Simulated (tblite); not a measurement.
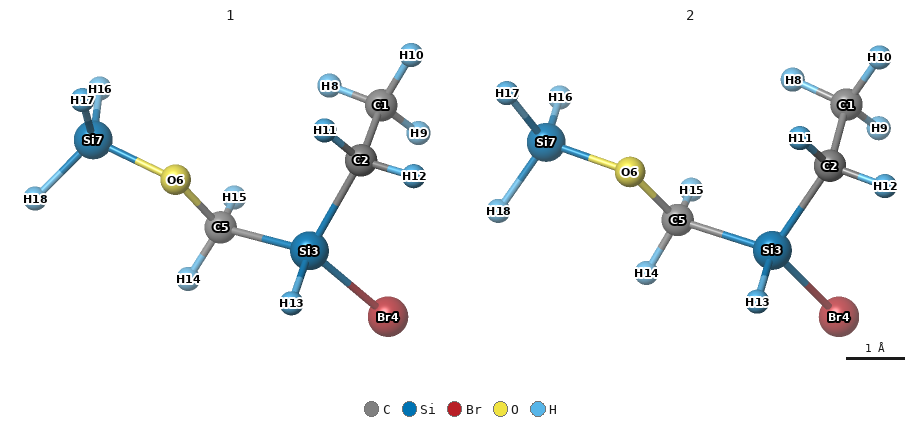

Two geometries of C₃H₁₁BrOSi₂, drawn at one scale. One is the start of a relaxation, the other its converged end. A ball-and-stick model, seen face on.

The calculation used GFN2-xTB geometry optimisation, gas phase in tblite. 

**Which one is relaxed?**

Structure 1 is the relaxed one. After 115 geometry steps the energy has fallen by 5.81 kcal/mol. H17 moves most after the best rigid fit: 0.72 Å. Largest moves by element: H 0.72 Å, C 0.26 Å, O 0.26 Å, Br 0.26 Å, Si 0.16 Å. Some distances before and after: C2–Si3 1.857 → 1.899 Å, O6–Si7 1.662 → 1.624 Å, Si7–H17 1.489 → 1.453 Å, Si3–H13 1.485 → 1.459 Å. Among the angles between lasting bonds that change: O6–Si7–H17 109.4° → 98.2°, Si3–C5–O6 115.5° → 105.0°, C5–O6–Si7 118.8° → 128.5°.
